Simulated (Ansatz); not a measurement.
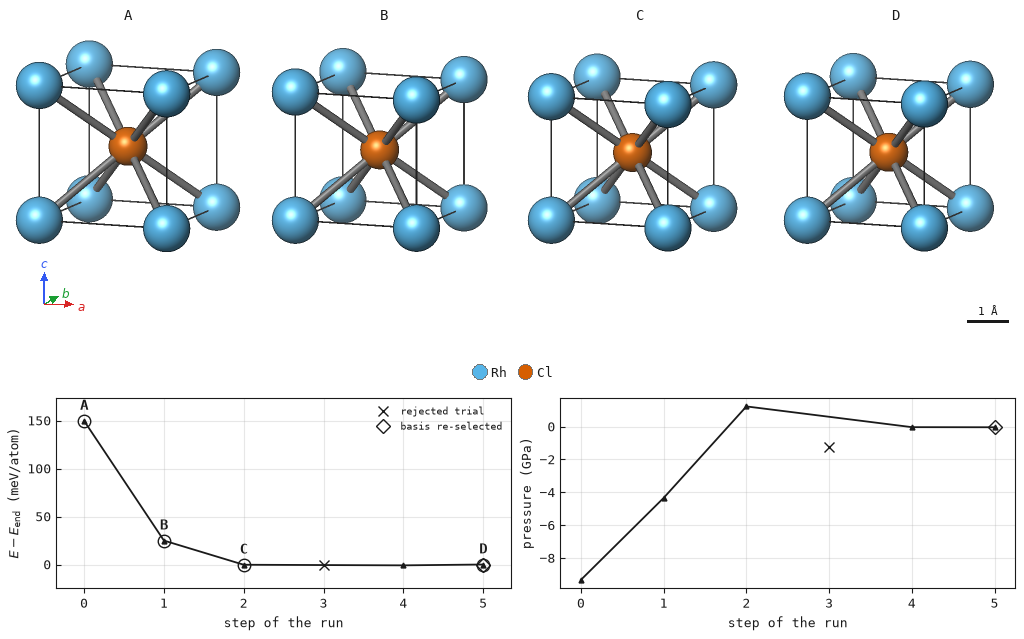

Frames of a relaxation of a crystal of RhCl (built on the caesium chloride_221 type) (coarse preliminary run), marked on the history of the run. Style: ball-and-stick. Shown: the cell of the calculation, slightly off an axis.

Case: caesium chloride type (Pm-3m, No. 221).

The calculation used DFT PBE, scalar-relativistic, plane waves, PAW (Ansatz).

Input file:
```yaml
crystal:
  lattice:
    - [3.4133763685, 0.0, 0.0]
    - [0.0, 3.4133763685, 0.0]
    - [0.0, 0.0, 3.4133763685]
  atoms:
    - { symbol: Rh, position: [0.0, 0.0, 0.0], spin: 1.9 }
    - { symbol: Cl, position: [0.5, 0.5, 0.5], spin: 0.28 }
basis:
  ecutwfc: 420
kpoints:
  mp_grid: { grid: [6, 6, 6] }
hamiltonian:
  xc: pbe
scf:
  occupations: { method: gaussian, width: 0.1 }
  lower_state_search: "off"
output:
  forces: true
  stress: true
  eigenvalues: true
  populations: true
magnetization:
  spin_polarized: true
relax:
  adjacent_minimum: "off"
  f_tol: 0.04
  max_steps: 70
  cell: { stress_tol: 0.4 }
```

Command:
```bash
ansatz run input.yaml --threads 1 --pin off --max-ram 2560MiB --backend cpu --events-out ev --progress --plain --runs-dir out
```

> What happens along the run?

The atoms keep their places relative to the cell (all moves are under 0.005 Å). Cell: a = b = c 3.413 → 3.138 Å (−8.1 %). Volume −22.3 %. Among the contacts that change: Rh1–Cl2 2.956 → 2.718 Å. The space group stays Pm-3m (No. 221). The energy falls by 150 meV per atom in 3 accepted moves (5 points after the start). All forces vanish by symmetry, so only the cell relaxes. Pressure: −9.32 GPa at the start and −0.04 GPa at the end. The line search rejected the trial step at point 3 of the run. The SCF was repeated once at an unchanged geometry on a basis and grid sized afresh for the cell, which shifted the energy by 0.9 meV per atom at most. The program noted that the starting moments weren't kept. From step 0 to 1: volume −13.9 %, energy −125 meV per atom. From step 1 to 2: volume −10.8 %, energy −25.2 meV per atom. From step 2 to 5: volume +1.2 %, energy +0.3 meV per atom.

| step | E − E(0), meV/atom | pressure, GPa | volume, Å³/atom | note |
| --- | --- | --- | --- | --- |
| 0 | 0.00 | -9.32 | 19.885 |  |
| 1 | -124.78 | -4.34 | 17.116 |  |
| 2 | -149.99 | 1.23 | 15.273 |  |
| 3 | -149.79 | -1.27 | 15.645 | rejected |
| 4 | -150.62 | -0.03 | 15.454 |  |
| 5 | -149.73 | -0.04 | 15.454 | same geometry, new basis |
